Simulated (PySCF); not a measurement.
SMILES C[Si](C)(C)[TeH] (C₃H₁₀SiTe), singlet, GFN2-xTB optimised geometry. Atoms within 1.6 Å of the plane z = 0.0 Å (x, y, z in Å): Te1 (0.37, -2.05, 0.00), H2 (2.02, -2.05, 0.00), Si3 (0.33, 0.46, 0.00), C4 (1.18, 1.17, 1.56), C5 (-1.50, 0.97, -0.02), C6 (1.20, 1.17, -1.54), H7 (1.14, 2.26, 1.57), H9 (2.22, 0.88, 1.60), H10 (-2.02, 0.59, 0.86), H11 (-2.01, 0.58, -0.89), H12 (-1.60, 2.05, -0.02), H14 (2.24, 0.86, -1.58), H15 (1.18, 2.26, -1.55).

Computed with PySCF 2.14.0 with PBE0/def2-TZVP, def2 effective core potentials past Kr. The core electrons that the potentials of Te replace are not part of the density. Cells within 0.4 Å of a nucleus heavier than hydrogen are left out (blank, or x).

Map of the LUMO amplitude (bohr^(-3/2)) on the plane z = 0.0 Å; orbital energy -0.35 eV, overall sign arbitrary:

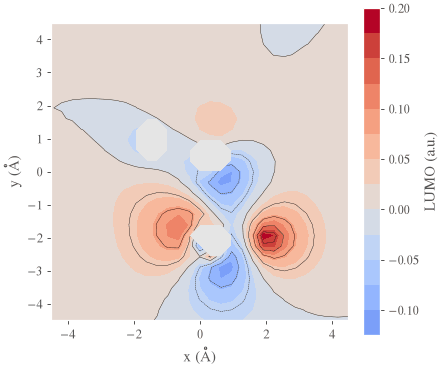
LUMO amplitude (bohr^(-3/2)) on the plane z = 0.0 Å.
